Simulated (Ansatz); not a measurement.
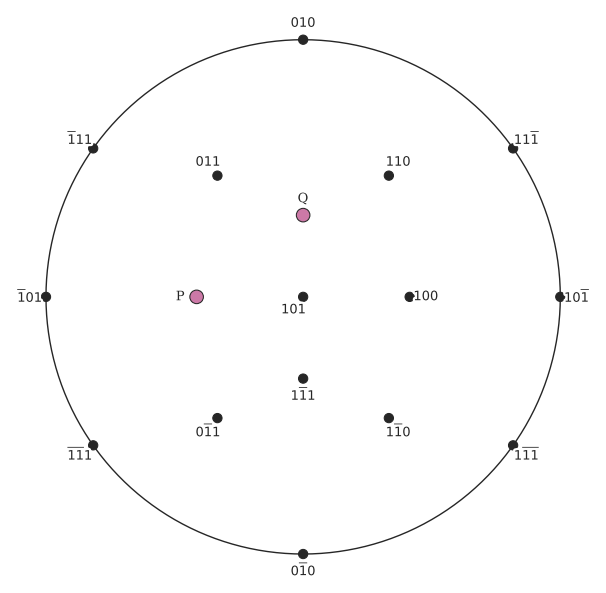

For Si4W, coordinates from a relaxation with DFT PBE, scalar-relativistic, plane waves, PAW (Ansatz); the starting structure was generated, so it need not be a known form of this composition: stereographic projection of plane normals (upper hemisphere) centred on (1 0 1). The drawing is computed from the coordinates (standard cell, symmetry found to 0.002 Å).

a = 5.639 Å, b = 5.639 Å, c = 5.639 Å, α = 90.00°, β = 90.00°, γ = 90.00°.

Question: Index the poles marked P, Q.

Answer: P is (0 0 1), 45.0° from the centre; Q is (1 1 1), 35.3° from the centre.

Question: What is the angle between the normals of (1 −1 0) and (1 −1 1), and what are their d_hkl = 1/|g|?

Answer: 35.3°; d = 3.987 Å and 3.256 Å.
